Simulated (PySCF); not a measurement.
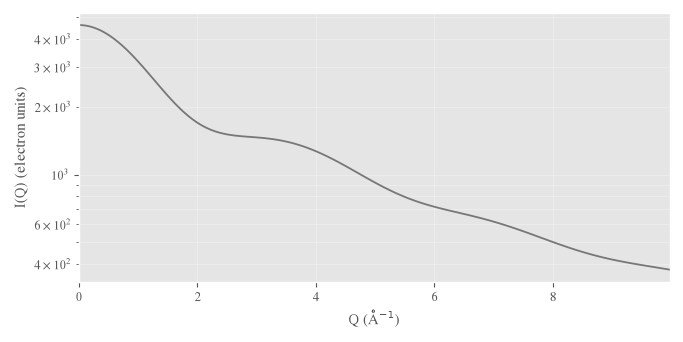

Elastic X-ray scattering of a randomly oriented, rigid molecule, calculated with the Debye equation from neutral-atom form factors (independent atoms, no Compton part, no vibration). The geometry is the end point of an optimisation (PBE0-D3(BJ)/def2-SVP geometry optimisation, gas phase in PySCF); it may be a saddle point or a higher isomer. It contains Sn, F.

Question: How many electrons does the independent-atom model of the molecule hold?

Answer: I(0) is the square of the electron number: I(0) = 4620, so about 68 electrons, the count of F2Sn.

Question: What radius of gyration does the initial fall-off give?

Answer: From I(Q) ≈ I(0) exp(−Q²R²/3) at small Q, R ≈ 1.10 Å. It is larger than the electron-weighted radius of the nuclear positions alone (0.94 Å), because each atom's electron cloud adds to it.
